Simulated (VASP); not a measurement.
Shape and ions are relaxed at each volume.

Energy against volume of Ru (hcp). Level of theory: PBE GGA, VASP's PBE PAW potentials (set 64) (plane waves; VASP).

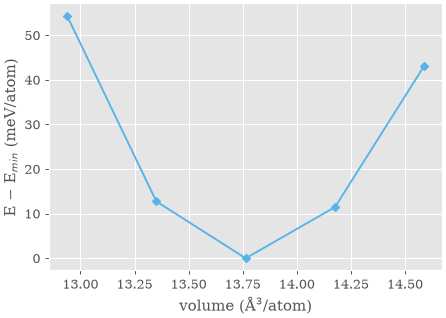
Figure. Energy against volume

Problem. Estimate the equilibrium volume and the bulk modulus.

Solution. The minimum lies near 13.8 Å³/atom, and the curvature gives B0 of about 310 GPa.

Measured: bulk modulus 318 GPa at 0 K (computed value off by -1.6 %), as given by Vázquez-Parga, Fernández-Martínez, Viñes, J. Chem. Theory Comput. (2023), doi:10.1021/acs.jctc.3c00612, Supporting … [zero-point energy and finite temperature contributions removed].

The compound is Ru in the hcp structure. It was relaxed first.
